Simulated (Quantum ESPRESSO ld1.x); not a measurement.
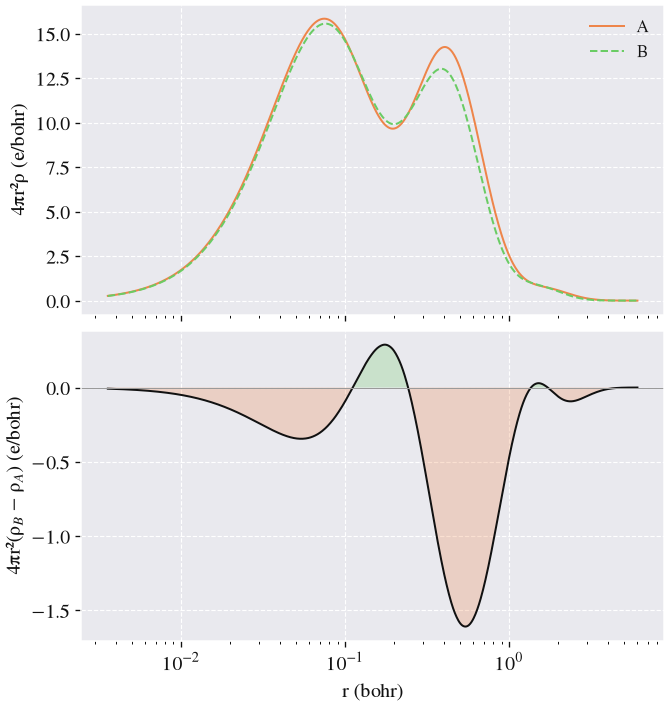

Two charge states of silicon were computed: Si³⁺ in [Ne] 3s1; Si⁴⁺ in [He] 2s1 2p6 3s1. Level of theory: Dirac Kohn-Sham, PW91, spin-unpolarised, spherical densities, point nucleus. Computed with Quantum ESPRESSO ld1.x 7.5.

The plot shows both radial densities and the radial density of run B less that of run A; on the logarithmic r axis, areas aren't charges.

Assign A and B and describe the change of the density.

A is Si³⁺ in [Ne] 3s1; B is Si⁴⁺ in [He] 2s1 2p6 3s1. B holds hardly more charge than A anywhere and 1.0 electrons fewer where it is negative (most at r = 0.54 bohr), a net change of −1. The energy of B less that of A is 193.5 eV.
